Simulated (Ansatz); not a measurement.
**Fields on a plane of BaTiO3 (cubic perovskite)**

```yaml
crystal:
  lattice:
    - [3.96988, 0.00000, 0.00000]
    - [0.00000, 3.96988, 0.00000]
    - [0.00000, 0.00000, 3.96988]
  atoms:
    - { symbol: Ba, position: [0.00000, 0.00000, 0.00000] }
    - { symbol: Ti, position: [0.50000, 0.50000, 0.50000] }
    - { symbol: O, position: [0.00000, 0.50000, 0.50000] }
    - { symbol: O, position: [0.50000, 0.50000, 0.00000] }
    - { symbol: O, position: [0.50000, 0.00000, 0.50000] }
```

The slice is a {100} plane (indices of the conventional cell) through the point (0.000, 0.000, 0.000) (fractional), spanned by u = [100] and v = [010] in vectors of this cell: u (3.97 Å) and v (3.97 Å, at 90° to u). It covers one period; positions are fractions (u, v).

Atoms on it: Ba at (0.00, 0.00); O at (0.50, 0.50).

Calculation: PBEsol (plane waves to 420 eV, PAW, scalar-relativistic; Ansatz, a first-principles code). k mesh 8×8×8. Inside the PAW spheres the values are not all-electron values, and peaks at nuclei hang on which shells count as valence. BaTiO3 is run without spin polarisation. BaTiO3 was relaxed with its symmetry unable to fall. This is a high-temperature form of BaTiO3.

```
|                                |
|                                |
|                                |
|                                |
|                                |
|                                |
|                                |
|              .....             |
|            ....:....           |
|           ..:-----:..          |
|          ..:=++*++=:..         |
|         ..:=*#%%%#*=:..        |
|         .:=*%@@@@@%*=:.        |
|        ..-+#@@%#%@@#+-..       |
|        ..-+%@%=:=%@%+-..       |
|        .:-*%@#: :#@%*-:.       |
|        ..-+%@%=:=%@%+-..       |
|        ..-+#@@%#%@@#+-..       |
|         .:=*%@@@@@%*=:.        |
|         ..:=*#%%%#*=:..        |
|          ..:=++*++=:..         |
|           ..:-----:..          |
|            ....:....           |
|              .....             |
|                                |
|                                |
|                                |
|                                |
|                                |
|                                |
|                                |
|                                |
```
Scale: ten equal steps from 0.000 (start of ' ') to 0.053 (end of '@'), in the order ' .:-=+*#%@'. Values: density of the lowest conduction band (whole band as if filled, smooth part) in e/Å³. The map has 32 points along u (one character each, u = 0 at the left) and 32 along v (v = 0 in the bottom row). 

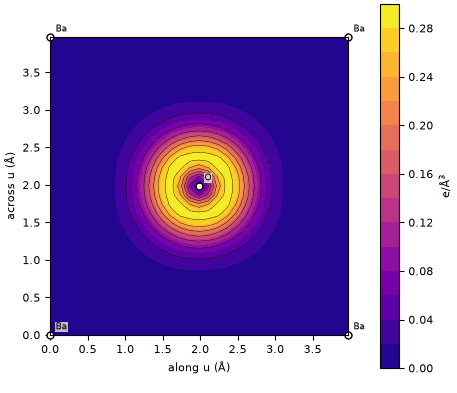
*Density of the highest valence band (whole band, smooth part) in e/Å³, one period of the plane, atoms marked. *

| Item | Result |
|---|---|
| Element round which the density of the highest valence band (whole band, smooth part) is largest on this plane | O |
| Element round which the density of the lowest conduction band (whole band as if filled, smooth part) is largest on this plane | O |
